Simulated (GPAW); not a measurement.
# Collinear magnetic orders of CePrO2 with GPAW

A self-consistent run ends on one state, which hangs on the start. Several orders of CePrO2 are started in GPAW and their energies compared.

Program: GPAW 26.7.0. Level of theory: LDA; plane waves with GPAW's PAW setups, scalar-relativistic. Results are calculated unless marked as measured.

## Step 1: Starting point

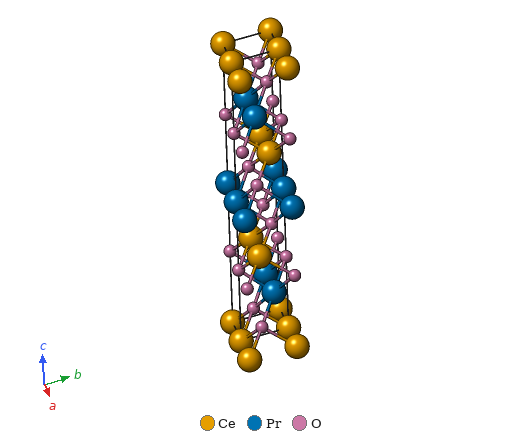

The cell as given, slightly off an axis (cerium orange, praseodymium blue, oxygen pink). 2×1×1 cells are drawn. This picture shows the conventional cell, with its axes. Bonds to atoms that aren't drawn are left out. Some periodic images of atoms are drawn too.

Structure file:

```
Ce Pr O
1.0
     1.78759    1.03207    5.80524
    -1.78759    1.03207    5.80524
     0.00000   -2.06413    5.80524
Ce Pr O
1 1 2
Direct
  0.00000 0.00000 0.00000
  0.50000 0.50000 0.50000
  0.25466 0.25466 0.25466
  0.74534 0.74534 0.74534
```

The cell comes from a database of computed structures and need not be the stable phase.

The settings of this session are not all sound (see the inputs), so it shows what such settings give, not the properties of the crystal.

## Step 2: Start 1: ferro ++

The parallel start comes first: it fits the smallest cell, keeps the most symmetry and shows whether parallel moments form.

order1.py reads:

```python
import json
import numpy as np
from ase import Atoms
from ase.parallel import paropen, parprint
from gpaw import GPAW

atoms = Atoms(['Ce', 'Pr', 'O', 'O'],
    cell=[[1.78759193, 1.03206668, 5.8052381],
         [-1.78759193, 1.03206668, 5.8052381],
         [0.0, -2.06413336, 5.8052381]],
    scaled_positions=[[0.0, 0.0, 0.0],
         [0.5, 0.5, 0.5],
         [0.254657, 0.254657, 0.254657],
         [0.745343, 0.745343, 0.745343]],
    pbc=True,
    magmoms=[1.0, 2.0, 0.0, 0.0])
atoms.calc = GPAW(mode={'name': 'pw', 'ecut': 700},
    xc='LDA',
    kpts={'size': (4, 4, 4), 'gamma': True},
    occupations={'name': 'fermi-dirac', 'width': 0.05},
    convergence={'density': 1e-05, 'energy': 1e-05},
    maxiter=200,
    symmetry={'tolerance': 1e-4},
    txt='order1.txt')
e = atoms.get_potential_energy(force_consistent=True)
res = {'free_energy': e, 'energy_sigma0': atoms.get_potential_energy(), 'fermi_energy': atoms.calc.get_fermi_level()}
res['moments'] = atoms.get_magnetic_moments().tolist()
res['total'] = atoms.get_magnetic_moment()
parprint('site moments (muB):', np.round(res['moments'], 3))
parprint(f"total moment: {res['total']:.3f} muB")
parprint(f'free energy: {e:.6f} eV')
atoms.calc.write('order1.gpw')
with paropen('results.json', 'w') as f:
    json.dump(res, f)
```

Started as:

```sh
> OMP_NUM_THREADS=1 python3 order1.py > order1.log
```

Output:

```text
UserWarning: The angles between your unit-cell vectors are 33.7, 33.7 and 33.7 degrees.  Results may be wrong!  Please Niggli-reduce your unit-cell so that the angles are closer to 90 degrees:

  from ase.build import niggli_reduce
  niggli_reduce(atoms)

site moments (muB): [ 0.02   1.935 -0.019 -0.019]
total moment: 2.139 muB
free energy: -36.153391 eV

--- order1.txt ---
Input parameters:
  mode=PW(ecut=700),
  convergence={'density': 1e-05, 'energy': 1e-05},
  kpts=MonkhorstPack(size=(4, 4, 4), gamma=True),
  maxiter=200,
  occupations=Occupations(name='fermi-dirac', width=0.05),
  symmetry=Symmetry(tolerance=0.0001),
  xc=XC(name='LDA')

Diagonalizing LCAO Hamiltonian
Converting LCAO to pw mode

       O

       Pr

       O

       Ce

Atoms  # Å, Bohr magnetons
|   | symbol |         x |         y |         z |    initial magnetic moments |
|---|--------|-----------|-----------|-----------|-----------------------------|
| 0 |     Ce |  0.000000 |  0.000000 |  0.000000 | ( 0.0000,  0.0000,  1.0000) |
| 1 |     Pr |  0.000000 |  0.000000 |  8.707857 | ( 0.0000,  0.0000,  2.0000) |
| 2 |      O | -0.000000 | -0.000000 |  4.435034 | ( 0.0000,  0.0000,  0.0000) |
| 3 |      O | -0.000000 | -0.000000 | 12.980681 | ( 0.0000,  0.0000,  0.0000) |

Unit cell  # Å
| periodic |         x |         y |        z |  lengths |    angles |
|----------|-----------|-----------|----------|----------|-----------|
|      yes |  1.787592 |  1.032067 | 5.805238 | 6.161285 | 33.731833 |
|      yes | -1.787592 |  1.032067 | 5.805238 | 6.161285 | 33.731833 |
|      yes |  0.000000 | -2.064133 | 5.805238 | 6.161285 | 33.731833 |

Number of symmetries: 12

BZ-sampling:
  Number of BZ points: 64
  Number of IBZ points: 13

  Monkhorst-Pack size: [4, 4, 4]
  Monkhorst-Pack shift: [0.125, 0.125, 0.125]

K-points  # in reciprocal-cell coordinates
|     |                                coordinates |     weight |
|-----|--------------------------------------------|------------|
|   0 | (  0.00000000,   0.00000000,   0.00000000) | 0.01562500 |
|   1 | (  0.25000000,   0.00000000,  -0.25000000) | 0.09375000 |
|   2 | (  0.25000000,   0.00000000,   0.00000000) | 0.09375000 |
|   3 | (  0.25000000,   0.25000000,  -0.25000000) | 0.09375000 |
|   4 | (  0.25000000,   0.25000000,   0.00000000) | 0.09375000 |
|   5 | (  0.25000000,   0.25000000,   0.25000000) | 0.03125000 |
|   6 | (  0.50000000,   0.00000000,   0.00000000) | 0.04687500 |
|   7 | (  0.50000000,   0.25000000,  -0.25000000) | 0.09375000 |
|   8 | (  0.50000000,   0.25000000,   0.00000000) | 0.18750000 |
|   9 | (  0.50000000,   0.25000000,   0.25000000) | 0.09375000 |
| ... |                                            |            |
|  12 | (  0.50000000,   0.50000000,   0.50000000) | 0.01562500 |

Plane wave coefficients: 2726
Cutoff: 700.0 eV

Spin-components: 2 (collinear spins)
Bands:           28
Projectors:      26
Spin-degeneracy: 1
Datatype:        complex128

Parallelization:
  kpt:    1
  domain: 1
  band:   1

Density:
  Valence electrons: 37.0
  Components: 2
  Grid points: [40 40 40]
  Charge: 0.0  # |e|

Potential:
  Grid points: [40 40 40]

species:
  Ce:
    name:    Cerium
    Z:       58.0
    valence: 12
    core:    46
    charge:  0.0  # [|e|]
    compensation charges:
      type: gauss
      rc: 0.35  # [Å]
      lmax: 2
    cutoffs:
      filter: 1.17  # [Å]
      core: 2.14  # [Å]
    projectors
    | kind |    occ | energy [eV] | rcut [Å] |
    |------|--------|-------------|----------|
    |   5s |  2.000 |     -40.728 |    1.164 |
    |   6s |  2.000 |      -3.881 |    1.164 |
    |   5p |  6.000 |     -23.302 |    1.164 |
    |   6p |  0.000 |      -1.409 |    1.164 |
    |   5d |  1.000 |      -3.179 |    1.164 |
    |   4f |  1.000 |      -5.608 |    1.164 |
    |    d |        |      24.032 |    1.164 |
    |    f |        |      21.603 |    1.164 |

    Using partial waves for Ce as LCAO basis

  Pr:
    name:    Praseodymium
    Z:       59.0
    valence: 13
    core:    46
    charge:  0.0  # [|e|]
    compensation charges:
      type: gauss
      rc: 0.35  # [Å]
      lmax: 2
    cutoffs:
      filter: 1.17  # [Å]
      core: 2.12  # [Å]
    projectors
    | kind |    occ | energy [eV] | rcut [Å] |
    |------|--------|-------------|----------|
    |   5s |  2.000 |     -39.136 |    1.164 |
    |   6s |  2.000 |      -3.591 |    1.164 |
    |   5p |  6.000 |     -21.539 |    1.164 |
    |   6p |  0.000 |      -1.289 |    1.164 |
    |   5d |  0.000 |      -2.154 |    1.164 |
    |   4f |  3.000 |      -1.429 |    1.164 |
    |    d |        |      25.057 |    1.164 |
    |    f |        |      25.783 |    1.164 |

    Using partial waves for Pr as LCAO basis

  O:
    name:    Oxygen
    Z:       8.0
    valence: 6
    core:    2
    charge:  0.0  # [|e|]
    compensation charges:
      type: gauss
      rc: 0.21  # [Å]
      lmax: 2
    cutoffs:
      filter: 1.17  # [Å]
      core: 0.83  # [Å]
    projectors
    | kind |    occ | energy [eV] | rcut [Å] |
    |------|--------|-------------|----------|
    |   2s |  2.000 |     -23.752 |    0.688 |
    |   2p |  4.000 |      -9.195 |    0.598 |
    |    s |        |       3.459 |    0.688 |
    |    p |        |      18.016 |    0.598 |
    |    d |        |       0.000 |    0.619 |

    Using partial waves for O as LCAO basis

Reference energy: -496157.901624  # eV

eigensolver:
  PPCG
  Converge bands: occupied
  niter=2

density mixing:
  MSR1-Mixer
  Pratt-step length: 0.05
  Maximum mixing coefficient: 0.75
  Old densities: 10
  SVD Regularization: 0.005
  Good broyden scale: 1.0
  Trust region scale: 1.0
  Backstep threshold: 4.0
  History deletion threshold: 6.0
  Fourier metric: weight=20.0, sigma=0.015

occupation numbers:
  Fermi-Dirac:
    width: 0.0500  # eV

poisson solver:
  ecut: 5600.0  # eV

xc functional:
  name: None

convergence criteria:
- Maximum integral of absolute [dens]ity change: 1e-05 electrons / valence electron
- Maximum [total energy] change in last 3 cyles: 1e-05 eV / valence electron
- Maximum integral of absolute [eigenst]ate change: 4e-08 eV^2 / valence electron
maximum number of iterations: 200

SCF iterations
|iter     |      energy | eigst |  dens |  magmom |
|---------|-------------|-------|-------|---------|
|iter:   1|       0s |  -67.091127 | +0.59 |       |  +2.9992|
|iter:   2|       7s |  -44.017219 | -0.01 | -0.35 |  +3.0863|
|iter:   3|      14s |  -47.138930 | +1.20 | -0.58 |  +2.8542|
|iter:   4|      20s |  -38.679802 | +0.21 | -0.53 |  +3.0159|
|iter:   5|      27s |  -37.492025 | -0.18 | -0.76 |  +3.0529|
|iter:   6|      34s |  -37.013180 | -0.12 | -0.82 |  +2.8651|
|iter:   7|      40s |  -39.992455 | -0.19 | -0.76 |  +2.9874|
|iter:   8|      47s |  -40.749872 | +0.07 | -0.59 |  +2.9290|
|iter:   9|      54s |  -38.249755 | -0.01 | -0.64 |  +3.0482|
|iter:  10|      60s |  -36.382063 | -0.70 | -0.69 |  +3.0364|
[... 23 iterations left out ...]
|iter:  34|     217s |  -36.091552c| -5.73 | -4.69 |  +2.1385|
|iter:  35|     222s |  -36.091553c| -6.06 | -4.85 |  +2.1387|
|iter:  36|     226s |  -36.091554c| -6.09 | -4.87 |  +2.1390|
|iter:  37|     231s |  -36.091554c| -6.85 | -5.38c|  +2.1390|
|iter:  38|     235s |  -36.091554c| -7.15 | -4.89 |  +2.1391|
|iter:  39|     241s |  -36.091561c| -6.92 | -5.01c|  +2.1392|
|iter:  40|     246s |  -36.091557c| -7.48c| -3.66 |  +2.1392|
|iter:  41|     250s |  -36.091557c| -6.38 | -3.80 |  +2.1392|
|iter:  42|     256s |  -36.091552c| -6.59 | -3.78 |  +2.1393|
|iter:  43|     260s |  -36.091552c| -7.41c| -5.26c|  +2.1392|

Converged in 43 steps
Energy contributions relative to reference atoms: (reference = -496157.901624)

Energy contributions:
  Kinetic:         -48.503214
  Coulomb:          36.114673
  Zero:              2.703730
  External:          0.000000
  Xc:              -26.344901
  Entropy:          -0.123678
  Spinorbit:         0.000000
  ----------------------------
  Free energy:     -36.153391
  Extrapolated:    -36.091552

dipole moment: (0.000000, -0.000000, -110.835284)  # |e|*Ang

Total magnetic moment: (0.000000, 0.000000, 2.139178)

Local magnetic moments
|        x |        y |         z |
|----------|----------|-----------|
| 0.000000 | 0.000000 |  0.020110 |  # Ce   0
| 0.000000 | 0.000000 |  1.935327 |  # Pr   1
| 0.000000 | 0.000000 | -0.019123 |  # O    2
| 0.000000 | 0.000000 | -0.019123 |  # O    3

Fermi level: 12.725
Eigenvalues  # (at kpt = [0.000, 0.000, 0.000])
| band index |      eig [eV] | occ [0-1] |      eig [eV] | occ [0-1] |
|------------|---------------|-----------|---------------|-----------|
|          0 |       -23.430 |     1.000 |       -22.552 |     1.000 |
|        ... |               |           |               |           |
|         10 |         6.227 |     1.000 |         6.277 |     1.000 |
|         11 |         6.867 |     1.000 |         6.872 |     1.000 |
|         12 |         6.867 |     1.000 |         6.872 |     1.000 |
|         13 |         8.202 |     1.000 |         8.224 |     1.000 |
|         14 |         8.212 |     1.000 |         8.226 |     1.000 |
|         15 |         8.212 |     1.000 |         8.226 |     1.000 |
|         16 |        12.388 |     0.999 |        12.813 |     0.147 |
|         17 |        12.658 |     0.792 |        13.150 |     0.000 |
|         18 |        12.714 |     0.551 |        13.150 |     0.000 |
|         19 |        12.714 |     0.551 |        13.341 |     0.000 |
|         20 |        13.011 |     0.003 |        13.468 |     0.000 |
|         21 |        13.011 |     0.003 |        13.588 |     0.000 |
|         22 |        13.069 |     0.001 |        13.588 |     0.000 |
|         23 |        13.190 |     0.000 |        13.656 |     0.000 |
|         24 |        13.322 |     0.000 |        13.904 |     0.000 |
|         25 |        13.322 |     0.000 |        13.965 |     0.000 |
|        ... |               |           |               |           |
|         27 |        13.702 |     0.000 |        14.017 |     0.000 |

No gap
No difference between direct/indirect transitions
```

The job ended after 4.6 min (1 MPI rank of Arm Neoverse V2, shared host; peak memory 0.43 GiB).

The program warns that the cell vectors are strongly skewed. A reduced cell would be the safer input.

Spin moment in the augmentation sphere by atom:

| atom | spin moment in the augmentation sphere (μB) |
| --- | --- |
| Ce1 | 0.02 |
| Pr2 | 1.94 |
| O3 | -0.02 |
| O4 | -0.02 |

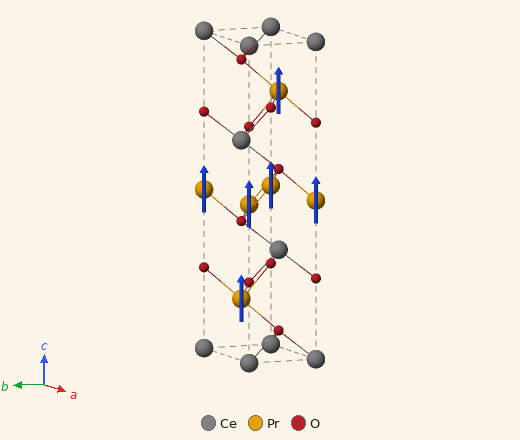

Spin moment in the augmentation sphere as arrows, the longest 1.94 μB. Up and down stand for the sign. Arrows give size and sign along the axis of quantisation, drawn up and down the page. Bonds to atoms that aren't drawn are left out. Some periodic images of atoms are drawn too.

Numbers from this step:

| Property | Result |
| --- | --- |
| magnetization | 2.139 μB |
| final state | ferromagnetic |

The moments seeded on 1 Ce atom fell under 0.15 μB.

After 43 cycles the largest moment stands at 1.94 μB.

## Step 3: Run 2 (antiferro q=(0,1/2,1/2) +--+)

An opposed order shows whether the pairs that it reverses prefer unlike signs.

This order needs a doubled cell of 8 atoms. Its mesh is chosen so that both cells sample the same points.

order2.py reads:

```python
import json
import numpy as np
from ase import Atoms
from ase.parallel import paropen, parprint
from gpaw import GPAW

atoms = Atoms(['Ce', 'Ce', 'Pr', 'Pr', 'O', 'O', 'O', 'O'],
    cell=[[1.78759193, 1.03206668, 5.8052381],
         [-3.57518386, 2.06413336, 11.6104762],
         [-1.78759193, -1.03206668, 11.6104762]],
    scaled_positions=[[0.0, 0.0, 0.0],
         [0.0, 0.5, 0.0],
         [0.5, 0.0, 0.5],
         [0.5, 0.5, 0.5],
         [0.254657, 0.0, 0.254657],
         [0.254657, 0.5, 0.254657],
         [0.745343, 0.0, 0.745343],
         [0.745343, 0.5, 0.745343]],
    pbc=True,
    magmoms=[1.0, -1.0, -2.0, 2.0, 0.0, 0.0, 0.0, 0.0])
atoms.calc = GPAW(mode={'name': 'pw', 'ecut': 700},
    xc='LDA',
    kpts={'size': (4, 2, 4), 'gamma': True},
    occupations={'name': 'fermi-dirac', 'width': 0.05},
    convergence={'density': 1e-05, 'energy': 1e-05},
    maxiter=200,
    symmetry={'tolerance': 1e-4},
    txt='order2.txt')
e = atoms.get_potential_energy(force_consistent=True)
res = {'free_energy': e, 'energy_sigma0': atoms.get_potential_energy(), 'fermi_energy': atoms.calc.get_fermi_level()}
res['moments'] = atoms.get_magnetic_moments().tolist()
res['total'] = atoms.get_magnetic_moment()
parprint('site moments (muB):', np.round(res['moments'], 3))
parprint(f"total moment: {res['total']:.3f} muB")
parprint(f'free energy: {e:.6f} eV')
atoms.calc.write('order2.gpw')
with paropen('results.json', 'w') as f:
    json.dump(res, f)
```

Started as:

```sh
> OMP_NUM_THREADS=1 python3 order2.py > order2.log
```

Output:

```text
UserWarning: The angles between your unit-cell vectors are 16.9, 29.7 and 33.7 degrees.  Results may be wrong!  Please Niggli-reduce your unit-cell so that the angles are closer to 90 degrees:

  from ase.build import niggli_reduce
  niggli_reduce(atoms)

--- order2.txt ---
Input parameters:
  mode=PW(ecut=700),
  convergence={'density': 1e-05, 'energy': 1e-05},
  kpts=MonkhorstPack(size=(4, 2, 4), gamma=True),
  maxiter=200,
  occupations=Occupations(name='fermi-dirac', width=0.05),
  symmetry=Symmetry(tolerance=0.0001),
  xc=XC(name='LDA')

Diagonalizing LCAO Hamiltonian
Converting LCAO to pw mode

        O

        Pr

           O

        O

           Pr

        Ce

           O

           Ce

Atoms  # Å, Bohr magnetons
|   | symbol |         x |         y |         z |    initial magnetic moments |
|---|--------|-----------|-----------|-----------|-----------------------------|
| 0 |     Ce |  0.000000 |  0.000000 |  0.000000 | ( 0.0000,  0.0000,  1.0000) |
| 1 |     Ce | -1.787592 |  1.032067 |  5.805238 | ( 0.0000,  0.0000, -1.0000) |
| 2 |     Pr |  0.000000 |  0.000000 |  8.707857 | ( 0.0000,  0.0000, -2.0000) |
| 3 |     Pr | -1.787592 |  1.032067 | 14.513095 | ( 0.0000,  0.0000,  2.0000) |
| 4 |      O | -0.000000 | -0.000000 |  4.435034 | ( 0.0000,  0.0000,  0.0000) |
| 5 |      O | -1.787592 |  1.032067 | 10.240272 | ( 0.0000,  0.0000,  0.0000) |
| 6 |      O | -0.000000 | -0.000000 | 12.980681 | ( 0.0000,  0.0000,  0.0000) |
| 7 |      O | -1.787592 |  1.032067 | 18.785919 | ( 0.0000,  0.0000,  0.0000) |

Number of symmetries: 2

BZ-sampling:
  Number of BZ points: 32
  Number of IBZ points: 20

  Monkhorst-Pack size: [4, 2, 4]
  Monkhorst-Pack shift: [0.125, 0.25, 0.125]

Plane wave coefficients: 5443
Cutoff: 700.0 eV

Spin-components: 2 (collinear spins)
Bands:           49
Projectors:      52
Spin-degeneracy: 1
Datatype:        complex128

Parallelization:
  kpt:    1
  domain: 1
  band:   1

Density:
  Valence electrons: 74.0
  Components: 2
  Grid points: [40 80 72]
  Charge: 0.0  # |e|

Potential:
  Grid points: [40 80 72]

[... setups left out ...]
Reference energy: -992315.803247  # eV

convergence criteria:
- Maximum integral of absolute [dens]ity change: 1e-05 electrons / valence electron
- Maximum [total energy] change in last 3 cyles: 1e-05 eV / valence electron
- Maximum integral of absolute [eigenst]ate change: 4e-08 eV^2 / valence electron
maximum number of iterations: 200

SCF iterations
|iter     |      energy | eigst |  dens |  magmom |
|---------|-------------|-------|-------|---------|
|iter:   1|       0s | -134.094810 | +0.80 |       |  +0.0000|
|iter:   2|      64s |  -87.246189 | +0.60 | -0.36 |  -0.0000|
|iter:   3|     128s |  -90.914938 | +1.62 | -0.54 |  +0.0000|
|iter:   4|     191s |  -79.574736 | +1.17 | -0.65 |  +0.0000|
```

Wall time 5.8 min (1 MPI rank); peak memory 1.2 GiB.

The run was cut off at its time limit.

The skewed cell forces a large grid; a reduced cell would run far faster.

## Step 4: Run 3 (antiferro q=(0,1/2,1/2) +-+-)

An opposed order shows whether the pairs that it reverses prefer unlike signs.

This order needs a doubled cell of 8 atoms. Its mesh is chosen so that both cells sample the same points.

order3.py is the script of step 3 with these lines changed:

```diff
@@ -19,3 +19,3 @@
     pbc=True,
-    magmoms=[1.0, -1.0, -2.0, 2.0, 0.0, 0.0, 0.0, 0.0])
+    magmoms=[1.0, -1.0, 2.0, -2.0, 0.0, 0.0, 0.0, 0.0])
 atoms.calc = GPAW(mode={'name': 'pw', 'ecut': 700},
@@ -27,3 +27,3 @@
     symmetry={'tolerance': 1e-4},
-    txt='order2.txt')
+    txt='order3.txt')
 e = atoms.get_potential_energy(force_consistent=True)
@@ -35,3 +35,3 @@
 parprint(f'free energy: {e:.6f} eV')
-atoms.calc.write('order2.gpw')
+atoms.calc.write('order3.gpw')
 with paropen('results.json', 'w') as f:
```

Started as:

```sh
> OMP_NUM_THREADS=1 python3 order3.py > order3.log
```

Output:

```text
UserWarning: The angles between your unit-cell vectors are 16.9, 29.7 and 33.7 degrees.  Results may be wrong!  Please Niggli-reduce your unit-cell so that the angles are closer to 90 degrees:

  from ase.build import niggli_reduce
  niggli_reduce(atoms)

--- order3.txt ---
Input parameters:
  mode=PW(ecut=700),
  convergence={'density': 1e-05, 'energy': 1e-05},
  kpts=MonkhorstPack(size=(4, 2, 4), gamma=True),
  maxiter=200,
  occupations=Occupations(name='fermi-dirac', width=0.05),
  symmetry=Symmetry(tolerance=0.0001),
  xc=XC(name='LDA')

Diagonalizing LCAO Hamiltonian
[...]
- Maximum integral of absolute [dens]ity change: 1e-05 electrons / valence electron
- Maximum [total energy] change in last 3 cyles: 1e-05 eV / valence electron
- Maximum integral of absolute [eigenst]ate change: 4e-08 eV^2 / valence electron
maximum number of iterations: 200

SCF iterations
|iter     |      energy | eigst |  dens |  magmom |
|---------|-------------|-------|-------|---------|
|iter:   1|       0s | -134.096942 | +0.80 |       |  +0.0000|
|iter:   2|      64s |  -87.235423 | +0.59 | -0.36 |  -0.0000|
|iter:   3|     128s |  -91.123085 | +1.63 | -0.54 |  +0.0000|
|iter:   4|     192s |  -79.588828 | +1.17 | -0.64 |  -0.0000|
|iter:   5|     257s |  -81.933220 | +0.85 | -0.70 |  +0.0000|
```

Run time: 6.9 min. Hardware: 1 MPI rank; peak memory 1.2 GiB.

The run was cut off at its time limit.

The skewed cell forces a large grid; a reduced cell would run far faster.

[end of part 1 of 2]

[Logs and program files are shortened in this print: banners, set-up blocks, solver, clock and traceback lines can be left out without a mark of their own.]

[Logs are printed without paths, hosts, clocks, repeated set-up lines and the standing remarks that a program may print on its own settings, such as how far it seeks lower states.]

[Hosts, paths, dates, database ids (printed as entryN), source tags and the programs' standing remarks are cut or masked in the printed files.]

[Where a cell is said to come from a database of computed structures, the database is the Materials Project.]
